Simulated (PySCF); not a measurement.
Single-point calculation of CuNOH

System: CuNOH, multiplicity 2.
Method: UKS-based PBE0, Cu def2-TZVP, N def2-TZVP, O def2-TZVP, H def2-TZVP; non-relativistic Hamiltonian; density fitting (PySCF 2.14.0).

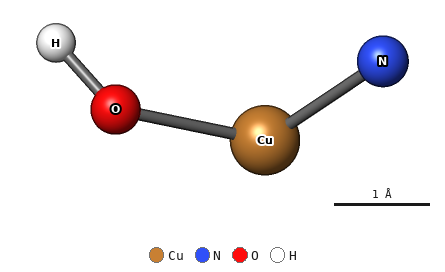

Fig. 1: The structure (ball-and-stick view, seen at a tilt). Sticks mark near contacts.

**Results in brief**

| quantity | value |
| --- | --- |
| outcome | converged |
| SCF energy | −1770.581674 hartree |
| hardware | 4 threads of Arm Neoverse V1, 24 GiB of memory available, shared host |
| wall time | 16 s (CPU time 50 s) |
| peak memory | 0.59 GiB |

**The input**
```python
from pyscf import gto, scf, dft
mol = gto.M(atom='''
Cu     0.000000     0.000000     0.000000
N      1.433500     0.000000     1.003800
O     -1.433500     0.000000     1.003800
H     -1.939000     0.735400     1.357700''',
    basis={'Cu': 'def2-TZVP', 'N': 'def2-TZVP', 'O': 'def2-TZVP', 'H': 'def2-TZVP'},
    charge=0, spin=1)
mf = dft.UKS(mol, xc='PBE0')
mf.grids.atom_grid = (50, 194)
aux = {'Cu': 'def2-universal-JKFIT', 'N': 'def2-universal-JKFIT', 'O': 'def2-universal-JKFIT', 'H': 'def2-universal-JKFIT'}
mf = mf.density_fit(auxbasis=aux)
mf.conv_tol = 1e-08
mf.diis_space = 10
mf.max_cycle = 60
mf.init_guess = 'minao'
mf.verbose = 4
mf.kernel()
```

The script is an equivalent of the set-up of the self-consistent field. The run itself was carried out by a driver, which started from the orbitals of the step before it where there was one and computed the further properties.

Command:
```bash
OMP_NUM_THREADS=4 python axn.py task.json out
```

**Output**
```
init E= -1770.17840497329
  alpha nocc = 23  HOMO = -0.0882319666169199  LUMO = -0.0620473086839977
  beta  nocc = 22  HOMO = -0.095340962518171  LUMO = -0.0882319666169184
cycle= 1 E= -1765.84068609772  delta_E= 4.34  |g|= 4.53  |ddm|=  1.7
  alpha nocc = 23  HOMO = -0.334981986220565  LUMO = -0.24627200782956
  beta  nocc = 22  HOMO = -0.348988610504566  LUMO = -0.333339279511729
  HOMO = -0.334981986221  LUMO = -0.333339279512  gap/eV = 0.04470
cycle= 2 E= -1750.08891362465  delta_E= 15.8  |g|= 8.68  |ddm|=  6.2
  alpha nocc = 23  HOMO = -0.341389833893524  LUMO = -0.312329825501051
  beta  nocc = 22  HOMO = -0.3755044179536  LUMO = -0.317329290960234
  HOMO = -0.341389833894  LUMO = -0.31732929096  gap/eV = 0.65472
cycle= 3 E= -1769.28401968265  delta_E= -19.2  |g|=  2.6  |ddm|= 5.32
  alpha nocc = 23  HOMO = -0.14713037625222  LUMO = -0.0682386437909388
  beta  nocc = 22  HOMO = -0.153562702986902  LUMO = -0.0958178420527481
  HOMO = -0.147130376252  LUMO = -0.0958178420527  gap/eV = 1.39629
cycle= 4 E= -1768.09982503867  delta_E= 1.18  |g|= 2.21  |ddm|= 1.76
  alpha nocc = 23  HOMO = -0.20405982234923  LUMO = -0.0747103868692448
  beta  nocc = 22  HOMO = -0.196685824187767  LUMO = -0.0927394196937215
  HOMO = -0.196685824188  LUMO = -0.0927394196937  gap/eV = 2.82853
cycle= 5 E= -1769.85051106424  delta_E= -1.75  |g|= 1.23  |ddm|= 1.54
  alpha nocc = 23  HOMO = -0.308463483925885  LUMO = -0.222295205797866
  beta  nocc = 22  HOMO = -0.302012745210399  LUMO = -0.240688158699511
  HOMO = -0.30201274521  LUMO = -0.2406881587  gap/eV = 1.66873
cycle= 6 E= -1770.30231127657  delta_E= -0.452  |g|= 0.865  |ddm|= 1.45
  alpha nocc = 23  HOMO = -0.258043031266493  LUMO = -0.109477421106526
  beta  nocc = 22  HOMO = -0.245574856189663  LUMO = -0.148511071853754
  HOMO = -0.24557485619  LUMO = -0.148511071854  gap/eV = 2.64124
cycle= 7 E= -1770.57522185371  delta_E= -0.273  |g|= 0.145  |ddm|= 0.428
  alpha nocc = 23  HOMO = -0.285175523322314  LUMO = -0.117945189364385
  beta  nocc = 22  HOMO = -0.268982427622277  LUMO = -0.153867031278486
  HOMO = -0.268982427622  LUMO = -0.153867031278  gap/eV = 3.13245
cycle= 8 E= -1770.58191238546  delta_E= -0.00669  |g|= 0.0621  |ddm|= 0.13
  alpha nocc = 23  HOMO = -0.280899098005723  LUMO = -0.105864374774356
  beta  nocc = 22  HOMO = -0.261568457144662  LUMO = -0.139870753641714
  HOMO = -0.261568457145  LUMO = -0.139870753642  gap/eV = 3.31156
cycle= 9 E= -1770.58635848915  delta_E= -0.00445  |g|= 0.027  |ddm|= 0.0815
  alpha nocc = 23  HOMO = -0.282880728979318  LUMO = -0.105273201735156
  beta  nocc = 22  HOMO = -0.261743910042767  LUMO = -0.137362505316274
  HOMO = -0.261743910043  LUMO = -0.137362505316  gap/eV = 3.38459
cycle= 10 E= -1770.58835617166  delta_E= -0.002  |g|= 0.0284  |ddm|= 0.0453
  alpha nocc = 23  HOMO = -0.281052316880698  LUMO = -0.110259992737088
  beta  nocc = 22  HOMO = -0.266570217638287  LUMO = -0.148146698036039
  HOMO = -0.266570217638  LUMO = -0.148146698036  gap/eV = 3.22247
cycle= 11 E= -1770.58070630026  delta_E= 0.00765  |g|= 0.0234  |ddm|= 0.222
  alpha nocc = 23  HOMO = -0.278553803561208  LUMO = -0.110376900646797
  beta  nocc = 22  HOMO = -0.270074716666809  LUMO = -0.149715269213459
  HOMO = -0.270074716667  LUMO = -0.149715269213  gap/eV = 3.27515
cycle= 12 E= -1770.57996922488  delta_E= 0.000737  |g|= 0.0128  |ddm|= 0.127
  alpha nocc = 23  HOMO = -0.27279652216989  LUMO = -0.107398206683985
  beta  nocc = 22  HOMO = -0.263913462142604  LUMO = -0.149563974902943
  HOMO = -0.263913462143  LUMO = -0.149563974903  gap/eV = 3.11161
cycle= 13 E= -1770.58035952885  delta_E= -0.00039  |g|= 0.00932  |ddm|= 0.0529
  alpha nocc = 23  HOMO = -0.272927444600667  LUMO = -0.107285768183271
  beta  nocc = 22  HOMO = -0.264829334713699  LUMO = -0.148857501763963
  HOMO = -0.264829334714  LUMO = -0.148857501764  gap/eV = 3.15575
cycle= 14 E= -1770.58048761538  delta_E= -0.000128  |g|= 0.00735  |ddm|= 0.0174
  alpha nocc = 23  HOMO = -0.272943061915335  LUMO = -0.106960146294577
  beta  nocc = 22  HOMO = -0.265570621539134  LUMO = -0.147914596372229
  HOMO = -0.265570621539  LUMO = -0.147914596372  gap/eV = 3.20158
cycle= 15 E= -1770.580621399  delta_E= -0.000134  |g|= 0.00634  |ddm|= 0.0204
  alpha nocc = 23  HOMO = -0.272750721045394  LUMO = -0.106788460798244
  beta  nocc = 22  HOMO = -0.26627474483175  LUMO = -0.14714774542909
  HOMO = -0.266274744832  LUMO = -0.147147745429  gap/eV = 3.24161
cycle= 16 E= -1770.58077296453  delta_E= -0.000152  |g|= 0.00582  |ddm|= 0.0242
  alpha nocc = 23  HOMO = -0.27017529046913  LUMO = -0.105540888185843
  beta  nocc = 22  HOMO = -0.266299070212896  LUMO = -0.144060821720583
  HOMO = -0.266299070213  LUMO = -0.144060821721  gap/eV = 3.32627
cycle= 17 E= -1770.58130146656  delta_E= -0.000529  |g|= 0.00586  |ddm|= 0.0767
  alpha nocc = 23  HOMO = -0.26734618767801  LUMO = -0.103954198556993
  beta  nocc = 22  HOMO = -0.269772656713819  LUMO = -0.135255591120908
  HOMO = -0.267346187678  LUMO = -0.135255591121  gap/eV = 3.59437
cycle= 18 E= -1770.58169455918  delta_E= -0.000393  |g|= 0.00303  |ddm|= 0.127
  alpha nocc = 23  HOMO = -0.269768695705583  LUMO = -0.105343188197828
  beta  nocc = 22  HOMO = -0.270752700085234  LUMO = -0.139520071172192
  HOMO = -0.269768695706  LUMO = -0.139520071172  gap/eV = 3.54425
cycle= 19 E= -1770.5816274109  delta_E= 6.71e-05  |g|= 0.00489  |ddm|= 0.0465
  alpha nocc = 23  HOMO = -0.269228143137878  LUMO = -0.105192068885891
  beta  nocc = 22  HOMO = -0.271287236400612  LUMO = -0.138102973011914
  HOMO = -0.269228143138  LUMO = -0.138102973012  gap/eV = 3.56810
cycle= 20 E= -1770.58166197195  delta_E= -3.46e-05  |g|= 0.00283  |ddm|= 0.0198
  alpha nocc = 23  HOMO = -0.268311535545976  LUMO = -0.105092700616761
  beta  nocc = 22  HOMO = -0.27135366121302  LUMO = -0.137215350406512
  HOMO = -0.268311535546  LUMO = -0.137215350407  gap/eV = 3.56731
cycle= 21 E= -1770.58166953054  delta_E= -7.56e-06  |g|= 0.00144  |ddm|= 0.0179
  alpha nocc = 23  HOMO = -0.268321594608043  LUMO = -0.104958847418681
  beta  nocc = 22  HOMO = -0.271068557549859  LUMO = -0.137372582109701
  HOMO = -0.268321594608  LUMO = -0.13737258211  gap/eV = 3.56330
cycle= 22 E= -1770.58167123745  delta_E= -1.71e-06  |g|= 0.0011  |ddm|= 0.00193
  alpha nocc = 23  HOMO = -0.268640683537632  LUMO = -0.105091342465113
  beta  nocc = 22  HOMO = -0.270831175807198  LUMO = -0.13819213012967
  HOMO = -0.268640683538  LUMO = -0.13819213013  gap/eV = 3.54969
cycle= 23 E= -1770.58167122228  delta_E= 1.52e-08  |g|= 0.000444  |ddm|= 0.00802
  alpha nocc = 23  HOMO = -0.268617335339731  LUMO = -0.104988250834356
  beta  nocc = 22  HOMO = -0.270824354534132  LUMO = -0.137960800173832
  HOMO = -0.26861733534  LUMO = -0.137960800174  gap/eV = 3.55535
cycle= 24 E= -1770.58167240795  delta_E= -1.19e-06  |g|= 0.000356  |ddm|= 0.00314
  alpha nocc = 23  HOMO = -0.268598665622783  LUMO = -0.104946606008047
  beta  nocc = 22  HOMO = -0.270842411984471  LUMO = -0.137793083612792
  HOMO = -0.268598665623  LUMO = -0.137793083613  gap/eV = 3.55940
cycle= 25 E= -1770.58167302842  delta_E= -6.2e-07  |g|= 0.000166  |ddm|= 0.00232
  alpha nocc = 23  HOMO = -0.268587717617379  LUMO = -0.104916269370479
  beta  nocc = 22  HOMO = -0.270866612152692  LUMO = -0.137657807461464
  HOMO = -0.268587717617  LUMO = -0.137657807461  gap/eV = 3.56278
cycle= 26 E= -1770.58167331275  delta_E= -2.84e-07  |g|= 0.000126  |ddm|= 0.00188
  alpha nocc = 23  HOMO = -0.268605698139142  LUMO = -0.104920784017278
  beta  nocc = 22  HOMO = -0.270868345409634  LUMO = -0.137689593872491
  HOMO = -0.268605698139  LUMO = -0.137689593872  gap/eV = 3.56241
cycle= 27 E= -1770.58167346696  delta_E= -1.54e-07  |g|= 0.000106  |ddm|= 0.000942
  alpha nocc = 23  HOMO = -0.26860606348238  LUMO = -0.104931442617809
  beta  nocc = 22  HOMO = -0.270902277975572  LUMO = -0.137703629082102
  HOMO = -0.268606063482  LUMO = -0.137703629082  gap/eV = 3.56204
cycle= 28 E= -1770.58167366997  delta_E= -2.03e-07  |g|= 7.37e-05  |ddm|= 0.00169
  alpha nocc = 23  HOMO = -0.268609616639053  LUMO = -0.104927729495077
  beta  nocc = 22  HOMO = -0.270900558933409  LUMO = -0.137717387607948
  HOMO = -0.268609616639  LUMO = -0.137717387608  gap/eV = 3.56176
cycle= 29 E= -1770.58167373867  delta_E= -6.87e-08  |g|= 8.51e-05  |ddm|= 0.000689
  alpha nocc = 23  HOMO = -0.26859344533582  LUMO = -0.104921984077114
  beta  nocc = 22  HOMO = -0.270908459984957  LUMO = -0.137701061640589
  HOMO = -0.268593445336  LUMO = -0.137701061641  gap/eV = 3.56176
cycle= 30 E= -1770.58167377627  delta_E= -3.76e-08  |g|= 6.17e-05  |ddm|= 0.000536
  alpha nocc = 23  HOMO = -0.268590239601177  LUMO = -0.104918345635789
  beta  nocc = 22  HOMO = -0.270908144470446  LUMO = -0.137700976826767
  HOMO = -0.268590239601  LUMO = -0.137700976827  gap/eV = 3.56168
cycle= 31 E= -1770.58167379911  delta_E= -2.28e-08  |g|= 6.67e-05  |ddm|= 0.000332
  alpha nocc = 23  HOMO = -0.268585958431932  LUMO = -0.104915422165482
  beta  nocc = 22  HOMO = -0.270906221290573  LUMO = -0.137697707235348
  HOMO = -0.268585958432  LUMO = -0.137697707235  gap/eV = 3.56165
cycle= 32 E= -1770.58167380384  delta_E= -4.73e-09  |g|= 6.62e-05  |ddm|= 0.000107
  alpha nocc = 23  HOMO = -0.268586747835714  LUMO = -0.10492870082101
  beta  nocc = 22  HOMO = -0.270920535075021  LUMO = -0.137711358597323
  HOMO = -0.268586747836  LUMO = -0.137711358597  gap/eV = 3.56130
```

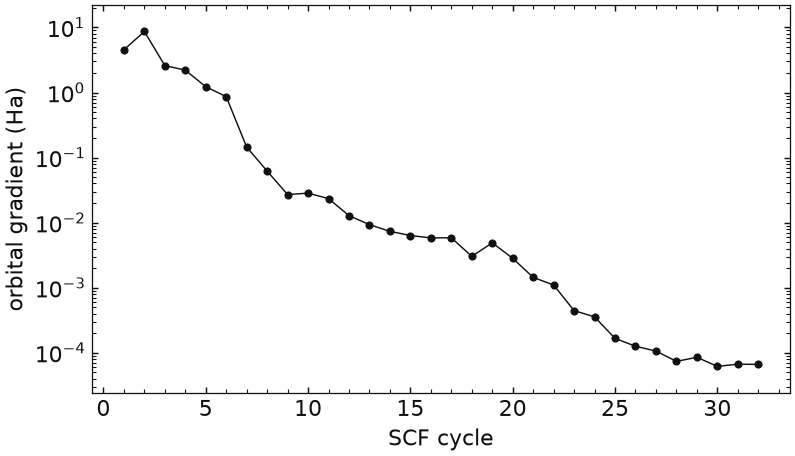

Fig. 2: Convergence of the self-consistent field: orbital gradient against the SCF cycle. The residual falls almost steadily, with no more than small rises.

```
Extra cycle  E= -1770.58167381879  delta_E= -1.5e-08  |g|= 0.000165  |ddm|= 0.000218
converged SCF energy = -1770.58167381879  <S^2> = 1.0103854  2S+1 = 2.2453377
```
